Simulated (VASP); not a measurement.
Here is the system:

```
MoSi2
1.0
   -1.60700     1.60700     3.93310
    1.60700    -1.60700     3.93310
    1.60700     1.60700    -3.93310
Si Mo
2 1
Direct
  0.66473   0.66473   0.00000
  0.33527   0.33527   0.00000
  0.00000   0.00000   0.00000
```

The numbers are results of rev-vdW-DF2, VASP's PBE PAW potentials (set 64) (plane waves; VASP), not measurements. Numerical set-up: 520 eV cut-off, 15×15×15 Γ-centred mesh, tetrahedra with Blöchl corrections, potentials Si Mo_sv.

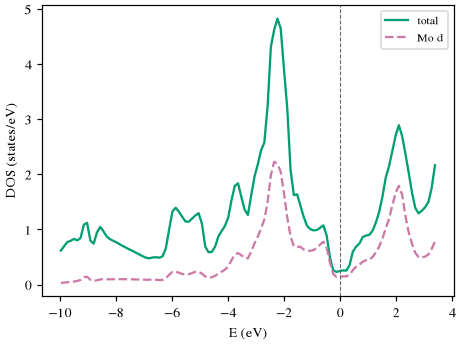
Figure: Total and projected density of states, zero at the Fermi level

Within 2 eV below the Fermi level the largest weight inside VASP's projection spheres is Mo d, then Si p.

It has no gap at this level: it comes out as a metal or semimetal.

The compound is MoSi2 in the MoSi2 type structure. It was relaxed first.
